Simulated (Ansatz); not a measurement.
# AlSO (doublet): wB97M-V, B2PLYP, RPA-PBE over vertical spin and charge gaps and displaced geometries, cc-pVDZ, part 2 of 2

Ansatz 0.2.0, Gaussian basis; cc-pVDZ, all electrons in the functionals, frozen cores in the correlation of double hybrids and RPA.

### Step 14. RPA-PBE, charge 0, doublet

in.yaml reads:

```yaml
crystal:
  periodic: [false, false, false]
  atoms:
    - {symbol: Al, position_ang: [0.000000, 0.000000, 1.679600]}
    - {symbol: O, position_ang: [0.000000, 0.000000, -0.041100]}
    - {symbol: S, position_ang: [0.000000, 0.000000, -1.638500]}
basis:
  gaussian: {orbitals: cc-pVDZ}
magnetization: {spin_polarized: true, initial_magnetization: 1}
hamiltonian: {xc: {name: PBE}}
correlation: {method: rpa, electrons: outside_noble_gas}
```

Launch:

```bash
$ ansatz run in.yaml --threads 1 --pin off --events-out ev --progress --plain --max-ram 2393MiB
```

Log, cut to the lines that bear on the results:

```text
Functional definition: PBE
  name "PBE"
  cite "Perdew, Burke & Ernzerhof, Phys. Rev. Lett. 77, 3865 (1996) doi:10.1103/PhysRevLett.77.3865"
  parent pbe
[...]
503 factors; integrals over basis functions are off by at most 1.2e-3 eV
[...]
mean field -19468.14098180 eV, -715.4409851011 hartree, gradient 7.8e-6 eV, S^2 0.752188; 4 other end points of the search recorded, 0 dependent functions left out
11 core orbitals not correlated: weight in the atoms' cores, before any rotation towards them, 1.000 or more for the frozen orbitals, at most 0.000 for the correlated occupied ones
reference -19436.38644310 eV, -714.2740273282 hartree; 8, 7 occupied and 31, 32 virtual orbitals, 503 factors
Total energy: -19451.45267831 eV, -714.8277012596 hartree
```

Wall time 3.4 s (1 thread of INTEL XEON PLATINUM 8581C at 2.10GHz, shared host).

From the report: ⟨S²⟩ of the determinant 0.752 (pure doublet: 0.75).

### Step 15. RPA-PBE, charge 0, quartet

Changes to in.yaml since step 14:

```diff
@@ -8,3 +8,3 @@
   gaussian: {orbitals: cc-pVDZ}
-magnetization: {spin_polarized: true, initial_magnetization: 1}
+magnetization: {spin_polarized: true, initial_magnetization: 3}
 hamiltonian: {xc: {name: PBE}}
```

Same command.

Log, cut to the lines that bear on the results:

```text
Functional definition: PBE
  name "PBE"
  cite "Perdew, Burke & Ernzerhof, Phys. Rev. Lett. 77, 3865 (1996) doi:10.1103/PhysRevLett.77.3865"
  parent pbe
[...]
503 factors; integrals over basis functions are off by at most 1.2e-3 eV
[...]
mean field -19464.99130599 eV, -715.3252366500 hartree, gradient 1.7e-6 eV, S^2 3.757208; 12 other end points of the search recorded, 0 dependent functions left out
11 core orbitals not correlated: weight in the atoms' cores, before any rotation towards them, 1.000 or more for the frozen orbitals, at most 0.000 for the correlated occupied ones
reference -19433.02241285 eV, -714.1504014967 hartree; 9, 6 occupied and 30, 33 virtual orbitals, 503 factors
Total energy: -19448.40631615 eV, -714.7157495154 hartree
```

Wall time 11 s (1 thread of INTEL XEON PLATINUM 8581C at 2.10GHz, shared host).

From the report: ⟨S²⟩ of the determinant 3.757 (pure quartet: 3.75).

From charge 0, doublet: +293.9 kJ/mol.

### Step 16. RPA-PBE, charge 1, singlet

Changes to in.yaml since step 15:

```diff
@@ -8,3 +8,4 @@
   gaussian: {orbitals: cc-pVDZ}
-magnetization: {spin_polarized: true, initial_magnetization: 3}
+total_charge: 1
+magnetization: {spin_polarized: true, initial_magnetization: 0}
 hamiltonian: {xc: {name: PBE}}
```

Launched as before.

Log, cut to the lines that bear on the results:

```text
Functional definition: PBE
  name "PBE"
  cite "Perdew, Burke & Ernzerhof, Phys. Rev. Lett. 77, 3865 (1996) doi:10.1103/PhysRevLett.77.3865"
  parent pbe
[...]
503 factors; integrals over basis functions are off by at most 1.2e-3 eV
[...]
mean field -19459.74389382 eV, -715.1323978097 hartree, gradient 2.0e-6 eV, S^2 1.007963; 19 other end points of the search recorded, 0 dependent functions left out
11 core orbitals not correlated: weight in the atoms' cores, before any rotation towards them, 1.000 or more for the frozen orbitals, at most 0.000 for the correlated occupied ones
reference -19428.05082423 eV, -713.9676989847 hartree; 7, 7 occupied and 32, 32 virtual orbitals, 503 factors
Total energy: -19443.22501565 eV, -714.5253402340 hartree
```

It took 14 s on 1 thread of INTEL XEON PLATINUM 8581C at 2.10GHz, shared host.

From the report: ⟨S²⟩ of the determinant 1.008 (pure singlet: 0.00). The determinant of RPA-PBE (⟨S²⟩ 1.01) is far from a pure spin state, so its energy mixes those of several spin states; that is harmless only where they are near-degenerate.

From charge 0, doublet: +793.8 kJ/mol.

### Step 17. RPA-PBE, charge 1, triplet

Changes to in.yaml since step 16:

```diff
@@ -9,3 +9,3 @@
 total_charge: 1
-magnetization: {spin_polarized: true, initial_magnetization: 0}
+magnetization: {spin_polarized: true, initial_magnetization: 2}
 hamiltonian: {xc: {name: PBE}}
```

Launched as before.

Log, cut to the lines that bear on the results:

```text
Functional definition: PBE
  name "PBE"
  cite "Perdew, Burke & Ernzerhof, Phys. Rev. Lett. 77, 3865 (1996) doi:10.1103/PhysRevLett.77.3865"
  parent pbe
[...]
503 factors; integrals over basis functions are off by at most 1.2e-3 eV
[...]
mean field -19460.01232676 eV, -715.1422625384 hartree, gradient 2.3e-6 eV, S^2 2.005680; 13 other end points of the search recorded, 0 dependent functions left out
11 core orbitals not correlated: weight in the atoms' cores, before any rotation towards them, 1.000 or more for the frozen orbitals, at most 0.000 for the correlated occupied ones
reference -19428.64215505 eV, -713.9894299916 hartree; 8, 6 occupied and 31, 33 virtual orbitals, 503 factors
Total energy: -19443.48064195 eV, -714.5347343270 hartree
```

Wall time 9.5 s (1 thread of INTEL XEON PLATINUM 8581C at 2.10GHz, shared host).

From the report: ⟨S²⟩ of the determinant 2.006 (pure triplet: 2.00).

From charge 0, doublet: +769.2 kJ/mol.

### Step 18. RPA-PBE, displaced geometry v1

in.yaml reads:

```yaml
crystal:
  periodic: [false, false, false]
  atoms:
    - {symbol: Al, position_ang: [-0.015433, -0.009008, 1.701240]}
    - {symbol: O, position_ang: [-0.016266, -0.025151, -0.030613]}
    - {symbol: S, position_ang: [0.031698, 0.034159, -1.670627]}
basis:
  gaussian: {orbitals: cc-pVDZ}
magnetization: {spin_polarized: true, initial_magnetization: 1}
hamiltonian: {xc: {name: PBE}}
correlation: {method: rpa, electrons: outside_noble_gas}
```

The command is unchanged.

Log, cut to the lines that bear on the results:

```text
Functional definition: PBE
  name "PBE"
  cite "Perdew, Burke & Ernzerhof, Phys. Rev. Lett. 77, 3865 (1996) doi:10.1103/PhysRevLett.77.3865"
  parent pbe
[...]
503 factors; integrals over basis functions are off by at most 1.2e-3 eV
[...]
mean field -19468.20597279 eV, -715.4433734761 hartree, gradient 1.4e-10 eV, S^2 0.752181; 6 other end points of the search recorded, 0 dependent functions left out
11 core orbitals not correlated: weight in the atoms' cores, before any rotation towards them, 1.000 or more for the frozen orbitals, at most 0.000 for the correlated occupied ones
reference -19436.36281583 eV, -714.2731590417 hartree; 8, 7 occupied and 31, 32 virtual orbitals, 503 factors
Total energy: -19451.53962482 eV, -714.8308964849 hartree
```

Wall time 16 s (1 thread of INTEL XEON PLATINUM 8581C at 2.10GHz, shared host).

From the report: ⟨S²⟩ of the determinant 0.752 (pure doublet: 0.75).

From charge 0, doublet: -8.4 kJ/mol.

### Step 19. RPA-PBE, displaced geometry v2

in.yaml reads:

```yaml
crystal:
  periodic: [false, false, false]
  atoms:
    - {symbol: Al, position_ang: [0.084376, 0.005225, 1.674598]}
    - {symbol: O, position_ang: [-0.080498, 0.013599, -0.034509]}
    - {symbol: S, position_ang: [-0.003878, -0.018825, -1.640089]}
basis:
  gaussian: {orbitals: cc-pVDZ}
magnetization: {spin_polarized: true, initial_magnetization: 1}
hamiltonian: {xc: {name: PBE}}
correlation: {method: rpa, electrons: outside_noble_gas}
```

The command is unchanged.

Log, cut to the lines that bear on the results:

```text
Functional definition: PBE
  name "PBE"
  cite "Perdew, Burke & Ernzerhof, Phys. Rev. Lett. 77, 3865 (1996) doi:10.1103/PhysRevLett.77.3865"
  parent pbe
[...]
503 factors; integrals over basis functions are off by at most 1.2e-3 eV
[...]
mean field -19468.14966631 eV, -715.4413042510 hartree, gradient 8.2e-10 eV, S^2 0.752243; 6 other end points of the search recorded, 0 dependent functions left out
11 core orbitals not correlated: weight in the atoms' cores, before any rotation towards them, 1.000 or more for the frozen orbitals, at most 0.000 for the correlated occupied ones
reference -19436.38411276 eV, -714.2739416898 hartree; 8, 7 occupied and 31, 32 virtual orbitals, 503 factors
Total energy: -19451.46737599 eV, -714.8282413895 hartree
```

It took 7.5 s on 1 thread of INTEL XEON PLATINUM 8581C at 2.10GHz, shared host.

From the report: ⟨S²⟩ of the determinant 0.752 (pure doublet: 0.75).

From charge 0, doublet: -1.4 kJ/mol.

### Step 20. Against the wave-function levels

The yardstick is UCCSDT(Q), where the cluster series has nearly closed. It comes from earlier runs at the same points. Energies in kJ/mol, counted from charge 0, doublet; blanks weren't run or aren't comparable.

| level | doublet to quartet | ionisation to the singlet cation | ionisation to the triplet cation | displacement v1 | displacement v2 |
| --- | --- | --- | --- | --- | --- |
| UCCSDT(Q) | 319.8 |  | 755.7 | -6.5 | -1.2 |
| wB97M-V | 361.0 | 835.3 | 798.3 | -3.4 | -0.6 |
| B2PLYP | 341.9 | 813.6 | 778.1 | -5.2 | -0.8 |
| RPA-PBE | 293.9 | 793.8 | 769.2 | -8.4 | -1.4 |

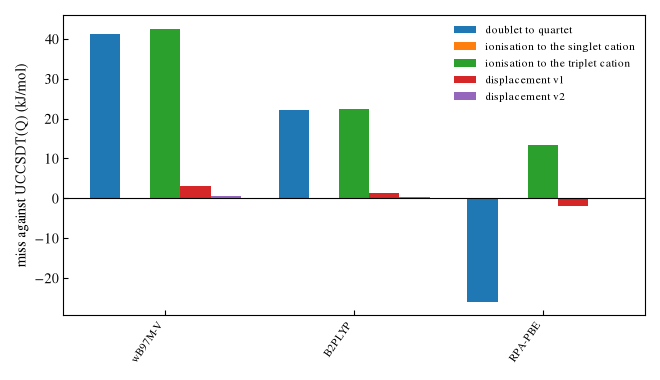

Misses of the gaps against UCCSDT(Q).

Largest miss and mean time a point (UCCSDT(Q) took 49 s a point; shared hosts):

| level | largest miss (kJ/mol) | where | time a point |
| --- | --- | --- | --- |
| wB97M-V | +42.6 | ionisation to the triplet cation | 39 s |
| B2PLYP | +22.4 | ionisation to the triplet cation | 14 s |
| RPA-PBE | -25.9 | doublet to quartet | 10 s |

### Step 21. Outcome

This closing draws on all 2 parts.

| quantity | value |
| --- | --- |
| doublet to quartet, UCCSDT(Q) | 319.8 kJ/mol |
| ionisation to the triplet cation, UCCSDT(Q) | 755.7 kJ/mol |
| displacement v1, UCCSDT(Q) | -6.5 kJ/mol |
| displacement v2, UCCSDT(Q) | -1.2 kJ/mol |
| largest miss, wB97M-V | +42.6 kJ/mol (ionisation to the triplet cation) |
| largest miss, B2PLYP | +22.4 kJ/mol (ionisation to the triplet cation) |
| largest miss, RPA-PBE | -25.9 kJ/mol (doublet to quartet) |

In words: Misses are known at 4 of 5 points at best, and only functionals with that many are ranked. Of the functionals, B2PLYP keep the smallest largest miss at the points compared (at most 22.4 kJ/mol) and wB97M-V strays most (42.6 kJ/mol, at ionisation to the triplet cation). wB97M-V, B2PLYP, RPA-PBE clearly break the spin symmetry at some points (⟨S²⟩ up to 1.01 above the pure value), so energy there is bought with a mixed spin. Functionals and the yardstick converge differently with the basis, so part of each miss in cc-pVDZ is the basis. The program flags that the yardstick's amplitudes may have other solutions at some points.
